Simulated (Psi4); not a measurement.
**BBr2Cl (dibromo(chloro)borane): wB97X/6-31G(d) (spherical functions)**

What is the vertical singlet–triplet gap of BBr2Cl (dibromo(chloro)borane) at wB97X/6-31G* (spherical functions)? 

Program for the calculation: Psi4 1.11.

1 further run of the same task is left out (set aside as unsound or not needed).

## 1. The system as given

BBr2Cl: 4 atoms, total charge 0, spin state singlet. SMILES: `ClB(Br)Br`. Geometry: relaxed at PBE0-D4/def2-TZVP.

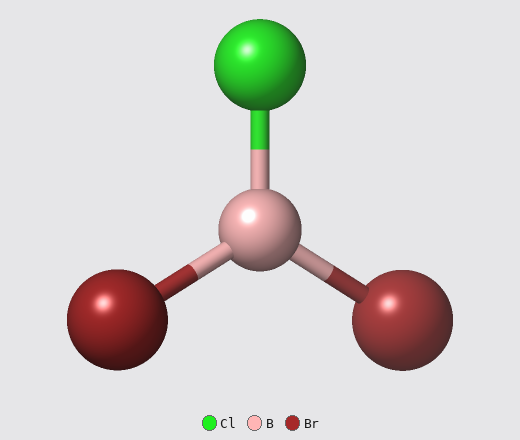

Viewed from a chosen angle; chlorine green, boron pink, bromine red.

## 2. Energy and forces at wB97X/6-31G(d) (spherical functions)

input.inp reads:

```
memory 2.2 GB

molecule geom {
  0 1
  Cl    -0.203300    -1.644940     0.633550
  B     -0.004820    -0.039040     0.015030
  Br     1.283490     1.123730     0.785650
  Br    -1.075360     0.560270    -1.434250
  units angstrom
  symmetry c1
}

set basis 6-31G*
set reference rks
set puream true
set e_convergence 1e-09
set d_convergence 1e-08
set scf_type pk
set dft_radial_points 99
set dft_spherical_points 590

e, wfn = gradient('wb97x', return_wfn=True)
oeprop(wfn, 'MULLIKEN_CHARGES', 'LOWDIN_CHARGES', 'DIPOLE', title='WB97X')
```

Command:

```sh
psi4 input.inp input.out -n 1
```

input.out:

```text
[...]
  Running in c1 symmetry.
[...]
  Nuclear repulsion =  520.816737110010990
[...]
  Multiplicity = 1
[...]
  Nalpha       = 46
  Nbeta        = 46
[...]
    Number of basis functions: 96
[...]
   @RKS iter   1: -5632.35573048235710   -2.45167e+00   2.03130e-02 DIIS/ADIIS
[...]
   @RKS iter  11: -5632.88128254293497   -1.54614e-11   8.42371e-09 DIIS
[...]
    Orbital Energies [Eh]
    ---------------------
    Doubly Occupied:
       1A   -482.613450     2A   -482.613440     3A   -101.522170
       4A    -62.538640     5A    -62.538622     6A    -56.357918
       7A    -56.357917     8A    -56.355781     9A    -56.355780
      10A    -56.355015    11A    -56.355015    12A     -9.575891
      13A     -8.824884    14A     -8.824875    15A     -7.335856
      16A     -7.329843    17A     -7.327724    18A     -6.999074
      19A     -6.655690    20A     -6.655689    21A     -6.647570
      22A     -6.647566    23A     -6.645060    24A     -6.645058
      25A     -2.760312    26A     -2.760297    27A     -2.758361
      28A     -2.758348    29A     -2.756472    30A     -2.756448
      31A     -2.750070    32A     -2.750060    33A     -2.749946
      34A     -2.749940    35A     -1.010922    36A     -0.944592
[...]
  @RKS Final Energy: -5632.88128254293497
   => Energetics <=
    Nuclear Repulsion Energy =            520.8167371100109904
    One-Electron Energy =               -8870.3228320751932188
    Two-Electron Energy =                2885.8499266997823725
    DFT Exchange-Correlation Energy =    -169.2251142775361075
    Empirical Dispersion Energy =           0.0000000000000000
    VV10 Nonlocal Energy =                  0.0000000000000000
    Total Energy =                      -5632.8812825429349687
[...]
  -Total Gradient:
     Atom            X                  Y                   Z
    ------   -----------------  -----------------  -----------------
       1        0.000448191620     0.003626877550    -0.001396584279
       2       -0.000164609162    -0.001339223564     0.000515695670
       3       -0.001720785820    -0.001500317754    -0.001056223651
       4        0.001442539502    -0.000744144285     0.001920480135
[...]
 Multipole Moments:
 ------------------------------------------------------------------------------------
     Multipole            Electronic (a.u.)      Nuclear  (a.u.)        Total (a.u.)
 ------------------------------------------------------------------------------------
 L = 1.  Multiply by 2.5417464519 to convert [e a0] to [Debye]
 Dipole X            :          0.7163592           -0.7122285            0.0041307
 Dipole Y            :          5.7961475           -5.7627582            0.0333893
 Dipole Z            :         -2.2323972            2.2195378           -0.0128594
 Magnitude           :                                                    0.0360177
[...]
  Mulliken Charges: (a.u.)
   Center  Symbol    Alpha    Beta     Spin     Total
       1    CL     8.51887  8.51887  0.00000 -0.03774
       2     B     2.43341  2.43341  0.00000  0.13318
       3    BR    17.52386 17.52386  0.00000 -0.04772
       4    BR    17.52386 17.52386  0.00000 -0.04772
   Total alpha = 46.00000, Total beta = 46.00000, Total charge = -0.00000
  Lowdin Charges: (a.u.)
   Center  Symbol    Alpha    Beta     Spin     Total
       1    CL     8.43961  8.43961  0.00000  0.12078
       2     B     2.65094  2.65094  0.00000 -0.30188
[...]
```

It took 82 s on 1 thread of Intel Xeon at 2.50GHz (Skylake/Cascade Lake), shared host; peak memory 0.86 GiB.

## 3. The triplet

bbr2cl.xyz reads:

```xyz
4
BBr2Cl
Cl    -0.203300    -1.644940     0.633550
B     -0.004820    -0.039040     0.015030
Br     1.283490     1.123730     0.785650
Br    -1.075360     0.560270    -1.434250
```

job.py reads:

```python
import psi4

psi4.set_memory(2200000000)
psi4.set_num_threads(1)
psi4.core.set_output_file('psi4.out', False)

with open('bbr2cl.xyz') as f:
    atoms = ''.join(f.readlines()[2:])
molecule = psi4.geometry('0 3\n' + atoms + 'symmetry c1\nno_reorient\nno_com')

psi4.set_options({
    'basis': '6-31G*',
    'reference': 'uks',
    'puream': True,
    'e_convergence': 1e-09,
    'd_convergence': 1e-08,
    'scf_type': 'pk',
    'dft_radial_points': 99,
    'dft_spherical_points': 590,
    'maxiter': 100,
})

energy_value, wavefunction = psi4.gradient("wb97x", return_wfn=True)
psi4.oeprop(wavefunction, "DIPOLE", "LOWDIN_CHARGES", "QUADRUPOLE", title="WB97X")
print('gradient / Eh bohr^-1')
print(energy_value.np.round(6))
print(f'energy = {wavefunction.energy():.10f} Eh')
```

Command:

```sh
python job.py
```

psi4.out, shortened:

```text
[...]
  Running in c1 symmetry.
[...]
  Nuclear repulsion =  520.816737110010990
[...]
  Multiplicity = 3
[...]
  Nalpha       = 47
  Nbeta        = 45
[...]
    Number of basis functions: 96
[...]
   @UKS iter   1: -5632.21329013874674   -2.30923e+00   1.99293e-02 DIIS/ADIIS
[...]
   @UKS iter  17: -5632.69018736315502    9.09495e-13   2.43910e-09 DIIS
[...]
   @S^2 Observed:                2.011764565E+00
[...]
  @UKS Final Energy: -5632.69018736315502
   => Energetics <=
    Nuclear Repulsion Energy =            520.8167371100109904
    One-Electron Energy =               -8868.8124963626905810
    Two-Electron Energy =                2884.5157019374264564
    DFT Exchange-Correlation Energy =    -169.2101300479028794
    Empirical Dispersion Energy =           0.0000000000000000
    VV10 Nonlocal Energy =                  0.0000000000000000
    Total Energy =                      -5632.6901873631550188
[...]
  -Total Gradient:
     Atom            X                  Y                   Z
    ------   -----------------  -----------------  -----------------
       1        0.002410395541     0.019500878231    -0.007510935876
       2        0.001113412398     0.009009344233    -0.003468830734
       3       -0.007154039048    -0.015537728638     0.000412585816
       4        0.003631669756    -0.012960835398     0.010562692510
[...]
 Multipole Moments:
 ------------------------------------------------------------------------------------
     Multipole            Electronic (a.u.)      Nuclear  (a.u.)        Total (a.u.)
 ------------------------------------------------------------------------------------
 L = 1.  Multiply by 2.5417464519 to convert [e a0] to [Debye]
 Dipole X            :         -7.1074024            7.1891796            0.0817772
 Dipole Y            :        -57.5056363           58.1673197            0.6616835
 Dipole Z            :         22.1488056          -22.4036481           -0.2548425
 Magnitude           :                                                    0.7137627
 L = 2.  Multiply by 1.3450342976 to convert [e a0^2] to [Debye ang]
 Quadrupole XX       :       -391.8377043          352.9420540          -38.8956503
 Quadrupole XY       :       -124.5089691          125.2699812            0.7610121
[...]
```

On the terminal:

```text
gradient / Eh bohr^-1
[[ 0.00241   0.019501 -0.007511]
 [ 0.001113  0.009009 -0.003469]
 [-0.007154 -0.015538  0.000413]
 [ 0.003632 -0.012961  0.010563]]
energy = -5632.6901873632 Eh
```

Wall time 97 s (1 thread of Intel Xeon at 2.50GHz (Skylake/Cascade Lake), shared host); peak memory 0.86 GiB.

## 4. Summary of results

Level: wB97X/6-31G* (spherical functions).

```
                                        quantity           value
                           singlet: total energy  -5632.88128 Eh
                          singlet: dipole moment          0.09 D
                            singlet: HOMO energy       -10.77 eV
                            singlet: LUMO energy         0.25 eV
                          singlet: HOMO–LUMO gap        11.02 eV
               singlet: largest force on an atom      0.201 eV/Å
                           triplet: total energy  -5632.69019 Eh
                          triplet: dipole moment          1.81 D
     triplet: HOMO energy (highest over α and β)        -5.86 eV
      triplet: LUMO energy (lowest over α and β)        -5.39 eV
                                   triplet: ⟨S²⟩           2.012
               triplet: largest force on an atom      1.082 eV/Å
vertical energy of the triplet above the singlet        5.200 eV
```

At this shape the triplet lies 5.20 eV (502 kJ/mol) above the singlet.
